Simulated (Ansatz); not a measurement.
Molecule (SMILES): [H][H] (H2).
Atoms: H1, H2. Bonds: H1-H2.

Basis-set convergence of the highest harmonic wavenumber at CCSD(T) with Ansatz (an electronic-structure program). Each level at its own minimum, finite differences of forces, unscaled; the reference is a large set that could be run, not a limit. All functions are spherical. No added dispersion term, no relativity. Reference: the value in aug-cc-pVQZ, 4400 cm⁻¹, itself unsure by roughly 3 cm⁻¹ (its mean distance from cc-pV5Z, def2-QZVPP, cc-pVQZ). Deviations are taken from unrounded values. Cost is core time over that of cc-pVQZ, rough, on shared machines of one kind; a dash marks a row that isn't timed (too short, read off another run, short of memory, by another algorithm or on other hardware).

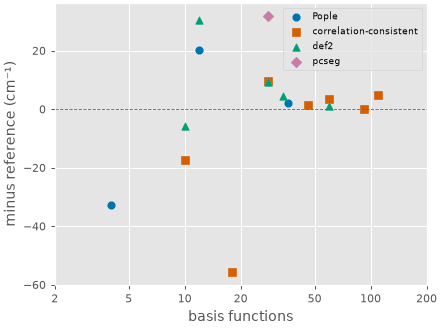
Figure. Deviation from the reference against the number of basis functions, by family of sets.

```json
[
 {"basis": "6-31G*", "functions": "4", "highest harmonic wavenumber (cm⁻¹)": "4367", "minus reference (cm⁻¹)": "-33", "cost": "-"},
 {"basis": "cc-pVDZ", "functions": "10", "highest harmonic wavenumber (cm⁻¹)": "4382", "minus reference (cm⁻¹)": "-17", "cost": "-"},
 {"basis": "def2-SVP", "functions": "10", "highest harmonic wavenumber (cm⁻¹)": "4394", "minus reference (cm⁻¹)": "-6", "cost": "-"},
 {"basis": "6-311G**", "functions": "12", "highest harmonic wavenumber (cm⁻¹)": "4420", "minus reference (cm⁻¹)": "20", "cost": "-"},
 {"basis": "def2-TZVP", "functions": "12", "highest harmonic wavenumber (cm⁻¹)": "4430", "minus reference (cm⁻¹)": "31", "cost": "-"},
 {"basis": "aug-cc-pVDZ", "functions": "18", "highest harmonic wavenumber (cm⁻¹)": "4344", "minus reference (cm⁻¹)": "-56", "cost": "-"},
 {"basis": "def2-TZVPP", "functions": "28", "highest harmonic wavenumber (cm⁻¹)": "4409", "minus reference (cm⁻¹)": "9", "cost": "-"},
 {"basis": "jun-cc-pV(T+d)Z", "functions": "28", "highest harmonic wavenumber (cm⁻¹)": "4409", "minus reference (cm⁻¹)": "9", "cost": "-"},
 {"basis": "pcseg-2", "functions": "28", "highest harmonic wavenumber (cm⁻¹)": "4432", "minus reference (cm⁻¹)": "32", "cost": "-"},
 {"basis": "def2-TZVPPD", "functions": "34", "highest harmonic wavenumber (cm⁻¹)": "4404", "minus reference (cm⁻¹)": "4", "cost": "-"},
 {"basis": "6-311++G(3df,3pd)", "functions": "36", "highest harmonic wavenumber (cm⁻¹)": "4402", "minus reference (cm⁻¹)": "2", "cost": "-"},
 {"basis": "aug-cc-pVTZ", "functions": "46", "highest harmonic wavenumber (cm⁻¹)": "4401", "minus reference (cm⁻¹)": "1", "cost": "0.5×"},
 {"basis": "cc-pVQZ", "functions": "60", "highest harmonic wavenumber (cm⁻¹)": "4403", "minus reference (cm⁻¹)": "4", "cost": "1×"},
 {"basis": "def2-QZVPP", "functions": "60", "highest harmonic wavenumber (cm⁻¹)": "4401", "minus reference (cm⁻¹)": "1", "cost": "1×"},
 {"basis": "aug-cc-pVQZ", "functions": "92", "highest harmonic wavenumber (cm⁻¹)": "4400", "minus reference (cm⁻¹)": "0", "cost": "5×"},
 {"basis": "cc-pV5Z", "functions": "110", "highest harmonic wavenumber (cm⁻¹)": "4405", "minus reference (cm⁻¹)": "5", "cost": "10×"}
]
```
